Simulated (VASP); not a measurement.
Band structure of IrSe$_{2}$ (space group Pnnm). Method: PBE GGA, VASP's PBE PAW potentials (set 64) (plane waves; VASP 6.6.1).

Unless said otherwise, spin-orbit coupling is left out, though it shifts the bands of the heavy elements here.

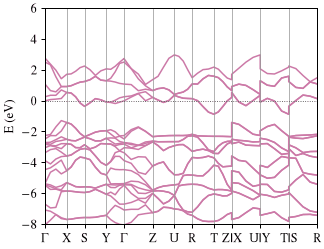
Figure: Bands along high-symmetry lines, zero at the valence-band maximum or, without a gap, the Fermi level

Question: Read the plot: is there a gap, and where are the band edges?

Answer: It has no gap at this level: it comes out as a metal or semimetal.

The structure was generated: IrSe2 was put into an ordered model structure, which need not be its known phase. The cell was not relaxed at this level. The k-mesh is coarse (spacing up to 0.55 per Å, 2π included), so the numbers may not be converged in it.
